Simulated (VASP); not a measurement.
Here is the system:

```xyz
3
Lattice="2.0354 -3.5255 0.0000 2.0354 3.5255 0.0000 0.0000 0.0000 5.0317" Properties=species:S:1:pos:R:3 pbc="T T T"
Te     2.0354     1.1752     1.3516
Te     2.0354    -1.1752     3.6802
Pt     2.0354    -3.5255     0.0000
```

Level of theory: PBE GGA with D3 dispersion (zero damping), VASP's PBE PAW potentials (set 64) (plane waves; VASP). Numerical set-up: 520 eV cut-off, 10×10×7 Γ-centred mesh, tetrahedra with Blöchl corrections, potentials Te Pt.

Unless said otherwise, spin-orbit coupling is left out, though it shifts the bands of the heavy elements here.

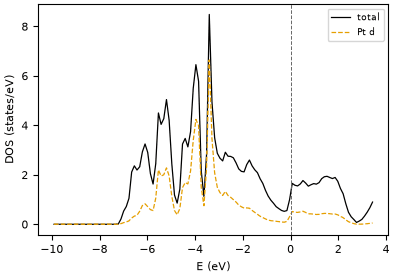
Fig. 1. Total and projected density of states, zero at the Fermi level

Within 2 eV below the Fermi level the largest weight inside VASP's projection spheres is Te p, then Pt d.

It has no gap at this level: it comes out as a metal or semimetal.

The compound is PtTe2 in the 1T layered structure. It was relaxed first.
